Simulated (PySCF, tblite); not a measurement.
# 1-chloro-2,5-difluorobenzene (C6H3ClF2): dynamics, then NMR shifts on frames, part 2 of 2

tblite 0.8.0 and PySCF 2.14.0. Atoms count from 0. Earlier steps stand in the parts before.

### Step 5. Nuclear shieldings: 625 fs, PBE0/pcSseg-1

Job settings and geometry (Å):

```
{"job": {"kind": "nmr", "xc": "PBE0", "basis": "pcSseg-1", "pop": false}, "charge": 0, "multiplicity": 1}
F     -2.118500    -2.279200     1.029200
C     -1.222700    -1.277400     0.821700
C     -1.719900     0.022900     0.849300
C     -0.923200     1.103400     0.440200
C      0.346200     0.726200    -0.035500
F      1.174300     1.667500    -0.571900
C      0.807400    -0.543500     0.093400
Cl     2.428900    -0.983100    -0.345700
C      0.032000    -1.638900     0.498700
H     -2.753000     0.219000     1.151900
H     -1.157800     2.157000     0.488300
H      0.363800    -2.660300     0.562700
```

Method: GIAO PBE0/pcSseg-1 NMR shielding, non-relativistic, gas phase.

Standard output:

```text
coarse grid: 12176 points
cycle   1  E = -889.4974162791  dE =  1.671e+00  |g| = 6.129e-01  |ddm| = 3.681e+00
cycle   2  E = -889.4287352595  dE =  6.868e-02  |g| = 9.040e-01  |ddm| = 1.414e+00
cycle   3  E = -889.5625502867  dE = -1.338e-01  |g| = 9.632e-02  |ddm| = 9.347e-01
cycle   4  E = -889.5642211964  dE = -1.671e-03  |g| = 4.412e-02  |ddm| = 1.324e-01
cycle   5  E = -889.5646599422  dE = -4.387e-04  |g| = 1.448e-02  |ddm| = 5.755e-02
cycle   6  E = -889.5647070724  dE = -4.713e-05  |g| = 3.766e-03  |ddm| = 1.607e-02
cycle   7  E = -889.5647103659  dE = -3.294e-06  |g| = 1.259e-03  |ddm| = 4.630e-03
final grid: 118320 points
cycle   8  E = -889.6294119521  dE = -3.454e-05  |g| = 8.409e-03  |ddm| = 3.556e-02
cycle   9  E = -889.6293957861  dE =  1.617e-05  |g| = 1.273e-02  |ddm| = 2.052e-02
cycle  10  E = -889.6294268876  dE = -3.110e-05  |g| = 1.069e-03  |ddm| = 1.266e-02
cycle  11  E = -889.6294270621  dE = -1.744e-07  |g| = 2.366e-04  |ddm| = 1.136e-03
cycle  12  E = -889.6294270719  dE = -9.819e-09  |g| = 8.479e-05  |ddm| = 2.970e-04
cycle  13  E = -889.6294270734  dE = -1.459e-09  |g| = 3.466e-05  |ddm| = 1.162e-04
cycle  14  E = -889.6294270737  dE = -2.997e-10  |g| = 9.765e-06  |ddm| = 4.101e-05
converged SCF energy = -889.6294270737

GIAO shielding tensors (ppm)
atom      isotropic    diamagn.    paramagn.     s11        s22        s33       span
  0 F      282.261     477.389    -195.128    200.117    307.601    339.065    138.947
  1 C       21.055     252.435    -231.380    -60.426     38.226     85.365    145.791
  2 C       63.746     255.611    -191.865    -16.276     43.061    164.453    180.729
  3 C       55.443     258.761    -203.318    -33.845     35.490    164.684    198.529
  4 C       21.607     245.322    -223.715    -51.380     30.870     85.331    136.711
  5 F      291.023     473.795    -182.772    213.116    300.778    359.176    146.060
  6 C       55.925     257.901    -201.976    -14.046     49.396    132.424    146.470
  7 Cl     719.528    1146.001    -426.473    531.481    656.379    970.725    439.244
  8 C       62.441     252.888    -190.447    -19.868     61.128    146.064    165.932
  9 H       24.254      28.116      -3.862     20.435     25.589     26.738      6.303
 10 H       23.712      30.170      -6.458     20.947     23.647     26.543      5.596
 11 H       23.853      29.879      -6.026     19.630     23.298     28.630      9.000
```

Run time: 17 s. Hardware: 1 thread of Intel Xeon Platinum 8488C, shared host; peak memory 0.8 GiB.

Key values: δ C1 165.9, C4 165.3, C3 131.5, C6 131.0, H10 8.00, H11 7.86 ppm.

### Step 6. Nuclear shieldings: 800 fs, PBE0/pcSseg-1

Job settings and geometry (Å):

```
{"job": {"kind": "nmr", "xc": "PBE0", "basis": "pcSseg-1", "pop": false}, "charge": 0, "multiplicity": 1}
F     -2.157200    -2.054200     1.258700
C     -1.380600    -1.126800     0.685400
C     -1.847700     0.172400     0.647900
C     -0.921500     1.131000     0.245800
C      0.318900     0.733100    -0.261200
F      1.105700     1.674100    -0.818400
C      0.790600    -0.577100    -0.256000
Cl     2.355100    -0.957100    -0.779000
C     -0.102700    -1.472200     0.291300
H     -2.822200     0.367500     1.031200
H     -1.192700     2.217300     0.297600
H      0.187800    -2.505800     0.382600
```

Method: GIAO PBE0/pcSseg-1 NMR shielding, non-relativistic, gas phase.

Standard output:

```text
coarse grid: 12176 points
cycle   1  E = -889.5038543186  dE =  1.729e+00  |g| = 6.098e-01  |ddm| = 3.716e+00
cycle   2  E = -889.4440264472  dE =  5.983e-02  |g| = 8.662e-01  |ddm| = 1.329e+00
cycle   3  E = -889.5677037528  dE = -1.237e-01  |g| = 9.883e-02  |ddm| = 8.618e-01
cycle   4  E = -889.5694247786  dE = -1.721e-03  |g| = 4.943e-02  |ddm| = 1.403e-01
cycle   5  E = -889.5700087664  dE = -5.840e-04  |g| = 1.384e-02  |ddm| = 6.083e-02
cycle   6  E = -889.5700505630  dE = -4.180e-05  |g| = 4.089e-03  |ddm| = 1.583e-02
cycle   7  E = -889.5700544843  dE = -3.921e-06  |g| = 1.175e-03  |ddm| = 4.976e-03
final grid: 118320 points
cycle   8  E = -889.6346870258  dE = -3.620e-05  |g| = 8.256e-03  |ddm| = 3.617e-02
cycle   9  E = -889.6346718428  dE =  1.518e-05  |g| = 1.243e-02  |ddm| = 1.949e-02
cycle  10  E = -889.6347013066  dE = -2.946e-05  |g| = 9.808e-04  |ddm| = 1.214e-02
cycle  11  E = -889.6347014500  dE = -1.434e-07  |g| = 2.290e-04  |ddm| = 1.095e-03
cycle  12  E = -889.6347014591  dE = -9.100e-09  |g| = 7.187e-05  |ddm| = 2.931e-04
cycle  13  E = -889.6347014600  dE = -9.234e-10  |g| = 3.245e-05  |ddm| = 1.066e-04
cycle  14  E = -889.6347014603  dE = -2.535e-10  |g| = 9.602e-06  |ddm| = 3.827e-05
converged SCF energy = -889.6347014603

GIAO shielding tensors (ppm)
atom      isotropic    diamagn.    paramagn.     s11        s22        s33       span
  0 F      291.537     477.099    -185.563    221.298    298.507    354.805    133.507
  1 C       19.534     253.289    -233.755    -67.564     39.709     86.457    154.020
  2 C       62.848     256.802    -193.954    -23.299     44.938    166.904    190.203
  3 C       61.699     257.259    -195.560    -20.339     42.461    162.975    183.314
  4 C       20.446     245.380    -224.934    -54.885     28.925     87.298    142.183
  5 F      287.129     473.714    -186.585    204.933    282.118    374.336    169.403
  6 C       54.364     257.686    -203.321    -22.378     54.216    131.256    153.635
  7 Cl     769.486    1145.944    -376.458    586.727    773.568    948.163    361.436
  8 C       64.550     251.126    -186.576     -8.186     48.422    153.413    161.599
  9 H       24.448      29.679      -5.231     21.455     24.711     27.180      5.725
 10 H       23.630      28.628      -4.998     19.671     25.158     26.062      6.391
 11 H       24.682      29.342      -4.660     19.911     24.648     29.487      9.576
```

Run time: 17 s. Hardware: 1 thread of Intel Xeon Platinum 8488C, shared host; peak memory 0.8 GiB.

This run: δ C1 167.4, C4 166.5, C6 132.6, C3 125.2, H10 8.09, H9 7.27 ppm.

### Step 7. NMR shieldings: 1000 fs, PBE0/pcSseg-1

Job settings and geometry (Å):

```
{"job": {"kind": "nmr", "xc": "PBE0", "basis": "pcSseg-1", "pop": false}, "charge": 0, "multiplicity": 1}
F     -2.039800    -2.283900     1.348700
C     -1.184100    -1.344300     0.892000
C     -1.628600    -0.035500     0.905600
C     -0.825800     0.965500     0.406500
C      0.413000     0.618700    -0.074500
F      1.148500     1.630300    -0.626400
C      0.806700    -0.692800    -0.210100
Cl     2.344200    -1.024500    -1.051900
C      0.035200    -1.660700     0.379500
H     -2.596200     0.178500     1.349700
H     -1.123800     2.015900     0.431800
H      0.307700    -2.683800     0.287400
```

With the program's defaults for keys left out, this is: GIAO PBE0/pcSseg-1 NMR shielding, non-relativistic, gas phase.

Standard output:

```text
coarse grid: 12176 points
cycle   1  E = -889.4998068053  dE =  1.708e+00  |g| = 6.227e-01  |ddm| = 3.660e+00
cycle   2  E = -889.4271995099  dE =  7.261e-02  |g| = 9.117e-01  |ddm| = 1.470e+00
cycle   3  E = -889.5675908846  dE = -1.404e-01  |g| = 1.083e-01  |ddm| = 9.844e-01
cycle   4  E = -889.5697536158  dE = -2.163e-03  |g| = 5.070e-02  |ddm| = 1.546e-01
cycle   5  E = -889.5703589537  dE = -6.053e-04  |g| = 1.423e-02  |ddm| = 6.308e-02
cycle   6  E = -889.5704022825  dE = -4.333e-05  |g| = 4.102e-03  |ddm| = 1.702e-02
cycle   7  E = -889.5704060823  dE = -3.800e-06  |g| = 1.249e-03  |ddm| = 5.229e-03
final grid: 118320 points
cycle   8  E = -889.6352465803  dE = -3.460e-05  |g| = 8.504e-03  |ddm| = 3.633e-02
cycle   9  E = -889.6352300522  dE =  1.653e-05  |g| = 1.293e-02  |ddm| = 2.200e-02
cycle  10  E = -889.6352616149  dE = -3.156e-05  |g| = 1.045e-03  |ddm| = 1.373e-02
cycle  11  E = -889.6352617759  dE = -1.611e-07  |g| = 2.451e-04  |ddm| = 1.102e-03
cycle  12  E = -889.6352617857  dE = -9.748e-09  |g| = 9.542e-05  |ddm| = 2.794e-04
cycle  13  E = -889.6352617877  dE = -2.051e-09  |g| = 3.826e-05  |ddm| = 1.373e-04
cycle  14  E = -889.6352617881  dE = -3.643e-10  |g| = 9.604e-06  |ddm| = 5.047e-05
converged SCF energy = -889.6352617881

GIAO shielding tensors (ppm)
atom      isotropic    diamagn.    paramagn.     s11        s22        s33       span
  0 F      291.246     476.520    -185.274    215.915    308.050    349.771    133.856
  1 C       20.575     254.334    -233.759    -62.970     38.781     85.914    148.885
  2 C       62.680     256.708    -194.027    -19.514     42.858    164.697    184.210
  3 C       62.398     257.569    -195.171    -25.011     47.168    165.038    190.048
  4 C       22.031     246.747    -224.716    -52.057     32.555     85.595    137.652
  5 F      281.005     474.060    -193.054    200.782    301.752    340.482    139.700
  6 C       51.311     258.130    -206.819    -15.051     50.398    118.585    133.636
  7 Cl     704.009    1145.464    -441.454    485.317    634.677    992.034    506.717
  8 C       70.248     251.145    -180.897      1.132     51.240    158.373    157.241
  9 H       24.409      29.074      -4.666     20.712     25.491     27.023      6.312
 10 H       23.926      30.138      -6.212     20.119     24.828     26.831      6.712
 11 H       24.895      29.191      -4.296     20.086     25.301     29.297      9.212
```

Run time: 17 s. Hardware: 1 thread of Intel Xeon Platinum 8488C, shared host; peak memory 0.8 GiB.

This run: δ C1 166.4, C4 164.9, C6 135.6, C3 124.5, H10 7.79, H9 7.31 ppm.

### Step 8. Side by side: NMR shifts

Shifts (ppm) of some atoms, chosen among heavy atoms and hydrogens apart, with basis size and wall time:

| frame | C8 | C3 | H11 | H9 | F5 | F0 | Cl7 | functions | time |
| --- | --- | --- | --- | --- | --- | --- | --- | --- | --- |
| 250 fs | 125.7 | 124.0 | 7.12 | 6.96 | -123.9 | -130.3 | 189 | 175 | 17 s |
| 425 fs | 128.4 | 121.6 | 8.07 | 7.57 | -115.2 | -118.1 | 246 | 175 | 16 s |
| 625 fs | 124.5 | 131.5 | 7.86 | 7.46 | -120.1 | -111.3 | 230 | 175 | 17 s |
| 800 fs | 122.4 | 125.2 | 7.04 | 7.27 | -116.2 | -120.6 | 180 | 175 | 17 s |
| 1000 fs | 116.7 | 124.5 | 6.82 | 7.31 | -110.1 | -120.3 | 246 | 175 | 17 s |

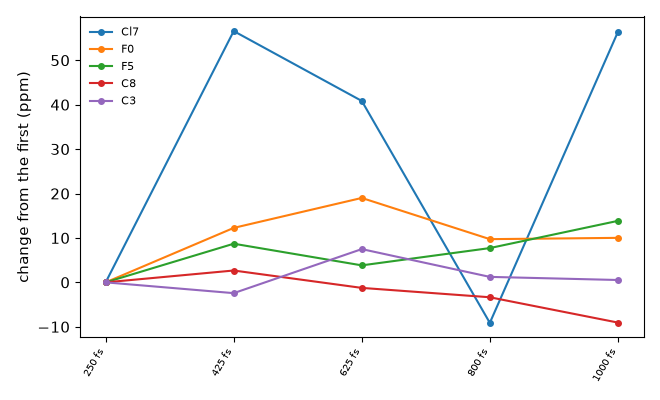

How five of the tabulated atoms move from run to run.

### Step 9. Summary of results

This closing draws on all 2 parts.

| quantity | value |
| --- | --- |
| thermostat | 200 K |
| mean temperature, second half | 167 K |
| mean potential energy above the minimum | 0.22 eV |
| 13C shifts against TMS (PBE0/pcSseg-1, 250 fs) | 165.8, 163.0, 132.0, 125.7, 124.0, 119.6 ppm |
| 1H shifts against TMS (PBE0/pcSseg-1, 250 fs) | 7.86, 7.12, 6.96 ppm |
| 19F shifts against CFCl3 (PBE0/pcSseg-1, 250 fs) | -123.9, -130.3 ppm |
| 35Cl shifts against HCl (PBE0/pcSseg-1, 250 fs) | 189 ppm |
| range of the shift of Cl7 | 180 to 246 ppm |

In the second half the potential energy averages 0.22 eV above the minimum; equipartition over 30 harmonic modes at 200 K would give 0.26 eV. With 12 atoms the temperature swings widely (96 to 275 K). Shifts at one fixed geometry are not the observed spectrum, which averages over the motion. In the first frame run (250 fs): Shielding is most anisotropic at Cl7 (span 374 ppm, paramagnetic term -385 ppm). NICS(1)zz of -25 ppm above the planar ring from C1 marks a diatropic (aromatic) ring current. Across the 5 runs the shift of Cl7 moves most, between 180 (800 fs) and 246 ppm (425 fs).
